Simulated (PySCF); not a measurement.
## Electronic structure of C4H7F (SMILES C/C=C\CF) in real space

```xyz
12

C    -1.4680   -0.0789   -0.6691
C    -0.5686    0.8882    0.0272
C     0.6483    0.6314    0.4785
C     1.3477   -0.6891    0.3775
F     2.5573   -0.6398    1.0272
H    -1.5310    0.1720   -1.7283
H    -1.1117   -1.1007   -0.5778
H    -2.4738   -0.0164   -0.2569
H    -0.9701    1.8853    0.1458
H     1.2308    1.4001    0.9650
H     1.5657   -0.9559   -0.6645
H     0.7747   -1.4969    0.8494
```

Geometry: GFN2-xTB.

Level of theory: PySCF, PBE0/pcSseg-1, SCF density, gas phase, non-relativistic.

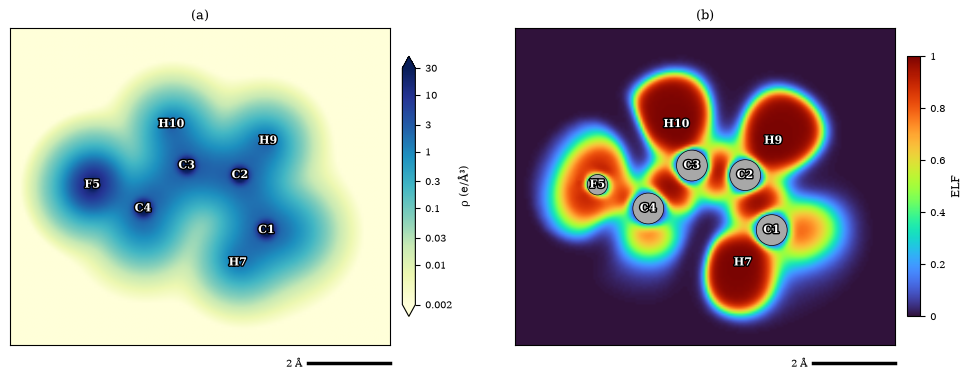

Figure 1. (a) total electron density; (b) electron localisation function on the plane of atoms C2, C3 and H10. Grey discs cover the atomic cores in the ELF map.

Q: What does the map show?

A: The section cuts through C, F and H sites. C–C (1.32 Å): ρ is about 2.3 e/Å³ halfway; the ELF peaks at about 0.95 between the atoms (a multiple bond). C–F (1.37 Å): the density is about 2.1 e/Å³ at the midpoint, with its minimum of 1.7 e/Å³ about 0.5 Å from C; the ELF peaks at about 0.85 between the atoms, as expected for a shared but strongly polarised pair. C–H (1.08 Å): the density is about 2 e/Å³ at the midpoint; the ELF climbs to about 1 towards the hydrogen, as it does in any bond to H: an ordinary covalent bond to hydrogen. C–C (1.49 Å): ρ at the midpoint is about 1.7 e/Å³; the ELF peaks at about 0.95 between the atoms, as expected for a shared electron pair. The ELF also peaks beside F5, away from the bonds: lone-pair regions.

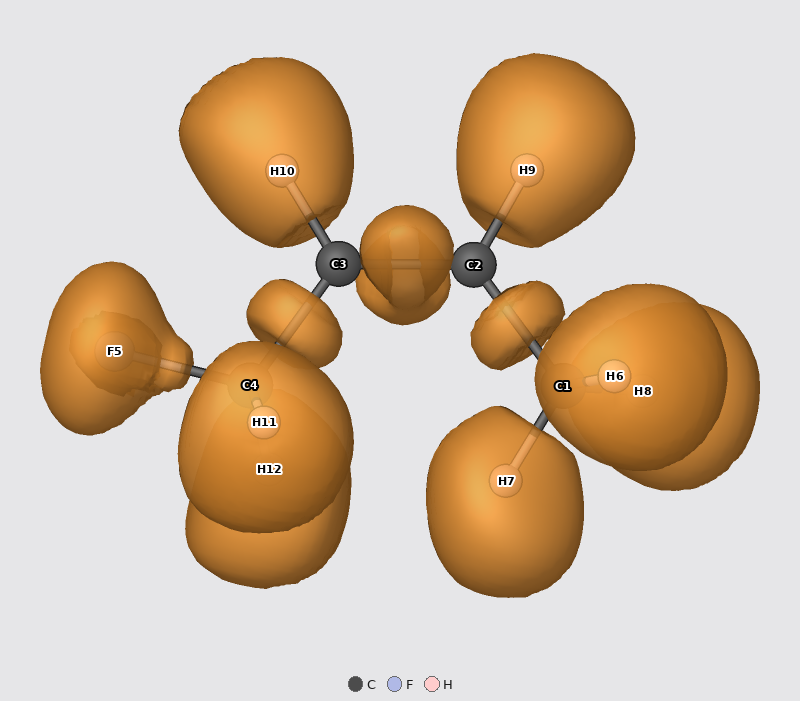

Figure 2. Isosurface of the ELF at 0.75 (orange), seen at a tilt. Only the valence region is drawn (cores and ρ < 0.01 e/Å³ removed).

Q: Describe the localisation domains.

A: The surface consists of three regions between bonded C–C atoms (shared pairs), seven regions around hydrogen nuclei and one region on F in which the atom's valence shell and bonds are merged.

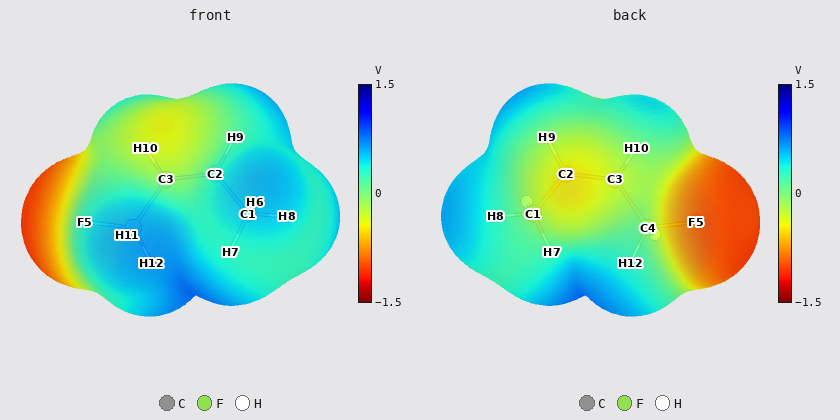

Figure 3. The electrostatic potential painted on the density surface at 0.001 e/bohr³, seen from the front and from behind; the colour scale runs from red (negative) to blue (positive).

Q: Describe the electrostatic potential map.

A: The most negative region (about −1.0 V, or −23 kcal/mol for a unit charge) lies over F5, the most positive (about +0.8 V, or +18 kcal/mol for a unit charge) over C4, H7 and H12.
